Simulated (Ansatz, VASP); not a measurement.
## Cross-check of NiS2 between VASP and Ansatz

One calculation is typed for both programs; each brings its own data sets. How far apart do they land? Of the first pair: The structure shown is the end of the VASP relaxation below. Valence electrons are named where the data sets of a main pair hold unlike numbers.

Main program and level: Ansatz 0.2.0; plane waves, with VASP 6.6.1 beside it; single point at PBEsol and band structure at PBEsol.

## (1) The structure

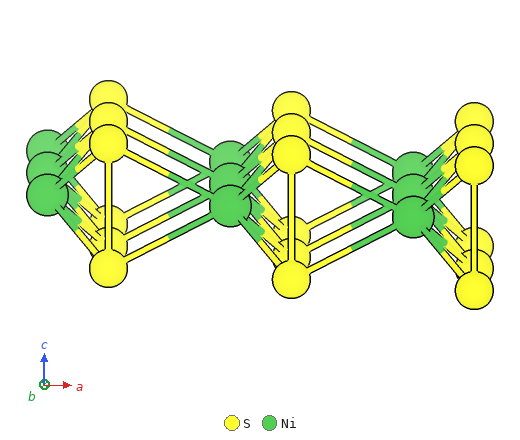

Start, viewed nearly edge on; sulfur yellow, nickel green. 3×3×1 cells are drawn.

The cell holds 3 atoms: 2 S and 1 Ni. Its edges and angles: a = 3.516 Å, b = 3.516 Å, c = 17.143 Å, α = 90.0°, β = 90.0°, γ = 120.0°. It derives from NiS2. As first built, before any earlier steps moved the atoms (in the runner's words): kind sheets cut from a layered crystal; sheets 1. Vacuum lies along c.

## (2) VASP: relaxation, PBEsol

This run makes the geometry at which the two programs are then compared.

Lines of VASP's logs that name or quote its potential files are left out, and so is its time.

INCAR reads:

```
SYSTEM = NiS2
PREC = Normal
ENCUT = 300
EDIFF = 1E-05
NELM = 120
ISMEAR = 0
SIGMA = 0.05
LREAL = .FALSE.
ALGO = Fast
GGA = PS
NBANDS = 18
ISPIN = 2
MAGMOM = 0 0 1
LMAXMIX = 4
LORBIT = 11
LWAVE = .FALSE.
LCHARG = .FALSE.
KPAR = 2
IBRION = 2
NSW = 40
ISIF = 2
EDIFFG = -0.03
POTIM = 0.4
MAXMIX = 40
IDIPOL = 3
LDIPOL = .TRUE.
DIPOL = 0.5 0.5 0.5
```

POSCAR reads:

```
NiS2
1.0
    3.5162581060      0.0000000000      0.0000000000
   -1.7581290530      3.0451688460      0.0000000000
    0.0000000000      0.0000000000     17.1434411046
S Ni
2 1
Direct
    0.6666666670      0.3333333330      0.5625149030
    0.6666666670      0.3333333330      0.4374850970
    0.3333333330      0.6666666670      0.5000000000
```

KPOINTS reads:

```
Automatic mesh
0
Gamma
9 9 1
0 0 0
```

The projector-augmented-wave data sets are S and Ni (PBE family, release 64).

The run is started by

```bash
$ mpirun -np 2 vasp_std
```

Numbers of over 12 decimals in the logs are rounded to 6 here.

The program printed:

```text
[banner, memory and clock lines left out]
running    2 mpi-ranks, on    1 nodes
 distrk:  each k-point on    1 cores,    2 groups
 distr:  one band on    1 cores,    1 groups

 POSCAR found type information on POSCAR S Ni
 POSCAR found :  2 types and       3 ions
|                                                                             |
|               ----> ADVICE to this user running VASP <----                  |
|                                                                             |
|     You enforced a specific xc type in the INCAR file but a different       |
|     [... a line on the potential file left out ...]
|     I HOPE YOU KNOW WHAT YOU ARE DOING!                                     |
|                                                                             |

 LDA part: xc-table for (Slater+PW92), standard interpolation
 POSCAR, INCAR and KPOINTS ok, starting setup
 FFT: planning ... GRIDC
 FFT: planning ... GRID_SOFT
 FFT: planning ... GRID
 WAVECAR not read
 entering main loop
       N       E                     dE             d eps       ncg     rms          rms(c)
DAV:   1     0.120480555459E+03    0.12048E+03   -0.62509E+03   864   0.614E+02
DAV:   2    -0.178564247655E+01   -0.12227E+03   -0.11840E+03  1068   0.192E+02
DAV:   3    -0.160914182469E+02   -0.14306E+02   -0.14034E+02  1028   0.688E+01
DAV:   4    -0.164834463499E+02   -0.39203E+00   -0.39135E+00  1182   0.133E+01
DAV:   5    -0.164931082983E+02   -0.96619E-02   -0.96600E-02  1218   0.191E+00    0.186E+01
RMM:   6    -0.217561521987E+02   -0.52630E+01   -0.34567E+01   879   0.593E+01    0.283E+01
RMM:   7    -0.161476435907E+02    0.56085E+01   -0.72046E+00   864   0.287E+01    0.116E+01
RMM:   8    -0.153619525253E+02    0.78569E+00   -0.49451E+00   864   0.183E+01    0.858E+00
RMM:   9    -0.146331191704E+02    0.72883E+00   -0.10081E+00   864   0.114E+01    0.157E+00
RMM:  10    -0.147009037686E+02   -0.67785E-01   -0.79639E-02   879   0.178E+00    0.918E-01
RMM:  11    -0.148090439549E+02   -0.10814E+00   -0.23585E-02   900   0.945E-01    0.611E-01
RMM:  12    -0.150026818424E+02   -0.19364E+00   -0.55331E-02   865   0.115E+00    0.354E-01
RMM:  13    -0.150794136003E+02   -0.76732E-01   -0.20989E-02   874   0.644E-01    0.210E-01
RMM:  14    -0.151376484788E+02   -0.58235E-01   -0.11441E-02   871   0.408E-01    0.156E-01
[...]
RMM:  19    -0.151820975959E+02   -0.28892E-03   -0.98883E-05   725   0.379E-02    0.115E-02
RMM:  20    -0.151822387931E+02   -0.14120E-03   -0.27291E-05   643   0.224E-02    0.777E-03
RMM:  21    -0.151823116224E+02   -0.72829E-04   -0.73549E-06   592   0.148E-02    0.515E-03
RMM:  22    -0.151823894333E+02   -0.77811E-04   -0.54187E-06   571   0.104E-02    0.504E-03
RMM:  23    -0.151824504571E+02   -0.61024E-04   -0.53087E-06   494   0.774E-03    0.338E-03
RMM:  24    -0.151824712558E+02   -0.20799E-04   -0.17133E-06   521   0.684E-03    0.985E-04
RMM:  25    -0.151824841816E+02   -0.12926E-04   -0.74995E-07   408   0.459E-03    0.140E-03
RMM:  26    -0.151824909116E+02   -0.67300E-05   -0.27622E-07   344   0.369E-03
   1 F= -.15182491E+02 E0= -.15181612E+02  d E =-.151825E+02  mag=    -0.0001
 curvature:   0.00 expect dE= 0.000E+00 dE for cont linesearch  0.000E+00
 trial: gam= 0.00000 g(F)=  0.279E-01 g(S)=  0.000E+00 ort = 0.000E+00 (trialstep = 0.100E+01)
 search vector abs. value=  0.279E-01
 bond charge predicted
       N       E                     dE             d eps       ncg     rms          rms(c)
DAV:   1    -0.151926660736E+02   -0.10182E-01   -0.12030E+00   918   0.541E+00    0.178E+00
RMM:   2    -0.151772234806E+02    0.15443E-01   -0.76120E-02   870   0.210E+00    0.733E-01
RMM:   3    -0.151944454497E+02   -0.17222E-01   -0.14322E-02   866   0.947E-01    0.522E-01
RMM:   4    -0.151978075744E+02   -0.33621E-02   -0.55543E-03   867   0.662E-01    0.227E-01
RMM:   5    -0.151986678643E+02   -0.86029E-03   -0.20827E-03   878   0.306E-01    0.144E-01
RMM:   6    -0.151986295352E+02    0.38329E-04   -0.78003E-04   882   0.166E-01    0.135E-01
RMM:   7    -0.151989372839E+02   -0.30775E-03   -0.19408E-04   864   0.127E-01    0.708E-02
RMM:   8    -0.151991334697E+02   -0.19619E-03   -0.78306E-05   836   0.550E-02    0.259E-02
RMM:   9    -0.151992829144E+02   -0.14944E-03   -0.26536E-05   678   0.293E-02    0.114E-02
RMM:  10    -0.151993335186E+02   -0.50604E-04   -0.47526E-06   582   0.138E-02    0.409E-03
RMM:  11    -0.151993644055E+02   -0.30887E-04   -0.15019E-06   551   0.876E-03    0.190E-03
RMM:  12    -0.151993756032E+02   -0.11198E-04   -0.51657E-07   477   0.601E-03    0.187E-03
RMM:  13    -0.151993954867E+02   -0.19884E-04   -0.32223E-07   397   0.442E-03    0.132E-03
RMM:  14    -0.151994038978E+02   -0.84110E-05   -0.22877E-07   340   0.383E-03
   2 F= -.15199404E+02 E0= -.15198759E+02  d E =-.169130E-01  mag=     0.0001
 trial-energy change:   -0.016913  1 .order   -0.016382   -0.027945   -0.004819
 step:   1.1793(harm=  1.2084)  dis= 0.02738  next Energy=   -15.199839 (dE=-0.173E-01)
 bond charge predicted
       N       E                     dE             d eps       ncg     rms          rms(c)
DAV:   1    -0.151996315022E+02   -0.23602E-03   -0.39159E-02   960   0.980E-01    0.323E-01
RMM:   2    -0.151997707803E+02   -0.13928E-03   -0.19536E-03   864   0.372E-01    0.832E-02
RMM:   3    -0.151998229170E+02   -0.52137E-04   -0.43245E-04   894   0.151E-01    0.289E-02
RMM:   4    -0.151998308094E+02   -0.78923E-05   -0.10327E-04   828   0.698E-02    0.354E-02
RMM:   5    -0.151998356999E+02   -0.48905E-05   -0.10780E-05   583   0.243E-02
   3 F= -.15199836E+02 E0= -.15199232E+02  d E =-.173448E-01  mag=     0.0002
 curvature:  -0.59 expect dE=-0.425E-09 dE for cont linesearch -0.425E-09
 trial: gam=-0.00016 g(F)=  0.717E-09 g(S)=  0.000E+00 ort = 0.448E-05 (trialstep = 0.104E+01)
 search vector abs. value=  0.100E-09
 reached required accuracy - stopping structural energy minimisation
```

Parts of OUTCAR (step 2):

```text
ion  position               nearest neighbor table
   1  0.667  0.333  0.563-   2 2.14   3 2.30   3 2.30   3 2.30
   2  0.667  0.333  0.437-   1 2.14   3 2.30   3 2.30   3 2.30
   3  0.333  0.667  0.500-   1 2.30   2 2.30   1 2.30   2 2.30   1 2.30   2 2.30

  LATTYP: Found a hexagonal cell.
 ALAT       =     3.5162581060
 C/A-ratio  =     4.8754785877

 Subroutine GETGRP returns: Found 12 space group operations
 (whereof 12 operations were pure point group operations)

The static configuration has the point symmetry D_3h.

 Found     12 irreducible k-points:

   k-points           NKPTS =     12   k-points in BZ     NKDIM =     12   number of bands    NBANDS=     18

   dimension x,y,z NGX =    16 NGY =   16 NGZ =   80
   dimension x,y,z NGXF=    32 NGYF=   32 NGZF=  160

   ENCUT  =  300.0 eV  22.05 Ry    4.70 a.u.   4.97  4.97 24.21*2*pi/ulx,y,z

   NELECT =      22.0000    total number of electrons

 k-points in reciprocal lattice and weights: Automatic mesh
   0.00000000  0.00000000  0.00000000       0.012
   0.11111111  0.00000000  0.00000000       0.074
   0.22222222  0.00000000  0.00000000       0.074
   0.33333333 -0.00000000  0.00000000       0.074
   0.44444444  0.00000000  0.00000000       0.074
   0.11111111  0.11111111  0.00000000       0.074
   0.22222222  0.11111111  0.00000000       0.148
   0.33333333  0.11111111  0.00000000       0.148
   0.44444444  0.11111111  0.00000000       0.074
   0.22222222  0.22222222  0.00000000       0.074
   0.33333333  0.22222222  0.00000000       0.148
   0.33333333  0.33333333  0.00000000       0.025

 dipolmoment           0.000000      0.000000      0.000000 electrons x Angstroem

 average (electrostatic) potential at core
       1 -94.2758       2 -94.2758       3 -92.5315

 E-fermi :  -0.8017

 spin component 1
 k-point     1 :       0.0000    0.0000    0.0000
  band No.  band energies     occupation
    ...
      6      -4.3270      1.00000
      7      -4.3270      1.00000
      8      -2.6100      1.00000
      9      -0.8335      0.81547
     10      -0.8335      0.81537
     11      -0.6601      0.00003
     12      -0.6601      0.00003
     13      -0.5092      0.00000
     14       1.1168      0.00000
     15       2.5068      0.00000
    ...

 k-point     2 :       0.1111    0.0000    0.0000
  band No.  band energies     occupation
    ...
      7      -4.4201      1.00000
      8      -2.6842      1.00000
      9      -1.3312      1.00000
     10      -1.1335      1.00000
     11      -1.0838      1.00000
     12      -0.5901      0.00000
     13      -0.2961      0.00000
     14       1.8298      0.00000
     15       2.6903      0.00000
     16       3.3401      0.00000
    ...

 k-point     3 :       0.2222    0.0000    0.0000
  band No.  band energies     occupation
    ...
      7      -4.6412      1.00000
      8      -2.9279      1.00000
      9      -2.0030      1.00000
     10      -1.9083      1.00000
     11      -1.6239      1.00000
     12      -0.4355      0.00000
     13       0.1473      0.00000
     14       2.6776      0.00000
     15       3.1844      0.00000
     16       3.9010      0.00000
    ...

 k-point     4 :       0.3333   -0.0000    0.0000
  band No.  band energies     occupation
    ...
      7      -4.8644      1.00000
      8      -3.2230      1.00000
      9      -2.5049      1.00000
     10      -2.4489      1.00000
     11      -2.1430      1.00000
     12      -0.2895      0.00000
     13       0.7132      0.00000
     14       2.7473      0.00000
     15       3.7914      0.00000
     16       4.7406      0.00000
    ...

 k-point     5 :       0.4444    0.0000    0.0000
  band No.  band energies     occupation
    ...
      7      -4.9983      1.00000
      8      -3.3173      1.00000
      9      -2.8768      1.00000
     10      -2.6735      1.00000
     11      -2.4515      1.00000
     12      -0.2076      0.00000
     13       1.1501      0.00000
     14       2.6609      0.00000
     15       3.9536      0.00000
     16       5.3899      0.00000
    ...

 k-point     6 :       0.1111    0.1111    0.0000
  band No.  band energies     occupation
    ...
      7      -4.5167      1.00000
      8      -2.8456      1.00000
      9      -1.8254      1.00000
     10      -1.6884      1.00000
     11      -1.5309      1.00000
     12      -0.5548      0.00000
     13       0.0419      0.00000
     14       2.7382      0.00000
     15       3.0602      0.00000
     16       3.7223      0.00000
    ...

  Total       -0.8953997     -0.8953997     -0.1310586      0.0000000     -0.0000000      0.0000000
  in kB       -7.8151512     -7.8151512     -1.1438945      0.0000000     -0.0000000      0.0000000
  external PRESSURE =      -5.5913990 kB  Pullay stress =       0.0000000 kB

  energy-cutoff  :      300.00
  volume of cell :      183.57
      direct lattice vectors                 reciprocal lattice vectors
     3.516258106  0.000000000  0.000000000     0.284393230  0.164194508  0.000000000
    -1.758129053  3.045168846  0.000000000     0.000000000  0.328389016  0.000000000
     0.000000000  0.000000000 17.143441105     0.000000000  0.000000000  0.058331346

 POSITION                                       TOTAL-FORCE (eV/Angst)
 -----------------------------------------------------------------------------------
      1.75813      1.01506      9.61606        -0.000000     -0.000000     -0.000096
      1.75813      1.01506      7.52738         0.000000     -0.000000      0.000096
     -0.00000      2.03011      8.57172        -0.000000      0.000000      0.000000
 -----------------------------------------------------------------------------------
    total drift:                                0.000016     -0.000009      0.000000

  FREE ENERGIE OF THE ION-ELECTRON SYSTEM (eV)
  ---------------------------------------------------
  free  energy   TOTEN  =       -15.1998356999 eV

  energy  without entropy=      -15.1986284993  energy(sigma->0) =      -15.19923210

 reached required accuracy - stopping structural energy minimisation

 vacuum level on the upper side and lower side of the slab         2.741         2.741

 total charge
# of ion       s       p       d       tot
------------------------------------------
    1        1.358   2.251   0.000   3.609
    2        1.358   2.251   0.000   3.609
    3        0.420   0.569   8.468   9.458
--------------------------------------------------
tot          3.137   5.072   8.468  16.677

 magnetization (x)
# of ion       s       p       d       tot
------------------------------------------
    1       -0.000   0.000   0.000   0.000
    2       -0.000   0.000   0.000   0.000
    3        0.000   0.000  -0.000  -0.000
--------------------------------------------------
tot         -0.000   0.000  -0.000  -0.000

[... 6 further parts left out ...]
```

CONTCAR:

```
NiS2
   1.00000000000000
     3.5162581060000000    0.0000000000000000    0.0000000000000000
    -1.7581290530000000    3.0451688460000002    0.0000000000000000
     0.0000000000000000    0.0000000000000000   17.1434411046000008
  S               Ni
     2     1
Direct
     0.6666666670000012    0.3333333329999988    0.5609175193165220
     0.6666666670000012    0.3333333329999988    0.4390824806834780
     0.3333333329999988    0.6666666670000012    0.5000000000000000
```

The moments of VASP's start collapse, so its state is non-magnetic. LASPH is off, so gradient terms of the non-spherical density inside the spheres are left out; for open d or f shells this can shift gaps and moments. The PAW data sets were made with PBE, which is usual practice but a small mismatch for other functionals. The run keeps the 12 symmetry operations of its start, so it cannot find a distortion of lower symmetry.

(Continued in part 2 of 3.)

[Lines on the potential files, build, host, timing and source positions are cut from VASP's logs without a mark.]

[Logs are printed without paths, hosts, clocks, repeated set-up lines and the standing remarks that a program may print on its own settings, such as how far it seeks lower states.]

[Hosts, paths, dates, database ids (printed as entryN), source tags and the programs' standing remarks are cut or masked in the printed files.]
